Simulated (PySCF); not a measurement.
Se(Et)(GeH3), SMILES CC[Se][GeH3] at its B3LYP/def2-SVP optimised geometry (Å):

```
12

Se    -1.1759     1.5197     0.0000
C     -0.1429     2.2270    -1.5512
C     -0.6552     1.7883    -2.9159
H      0.9130     1.9578    -1.4004
H     -0.2209     3.3178    -1.4274
H     -1.7108     2.0668    -3.0568
H     -0.5761     0.6982    -3.0518
H     -0.0648     2.2676    -3.7165
Ge    -0.3695    -0.7126     0.0000
H      1.1759    -0.7126     0.0000
H     -0.9067    -1.3529     1.2942
H     -0.8667    -1.5197    -1.2203
```

Calculation: PySCF with B3LYP/def2-TZVP.

Map of the electron localisation function on the plane z = 1.2 Å:

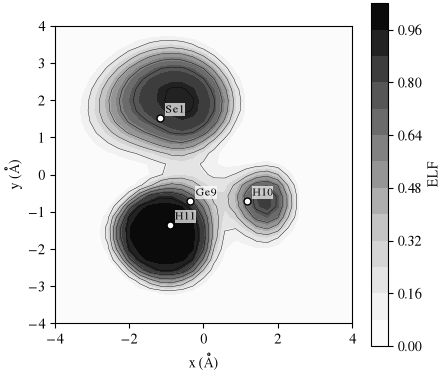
Fig. 1. Electron localisation function on the plane z = 1.2 Å.
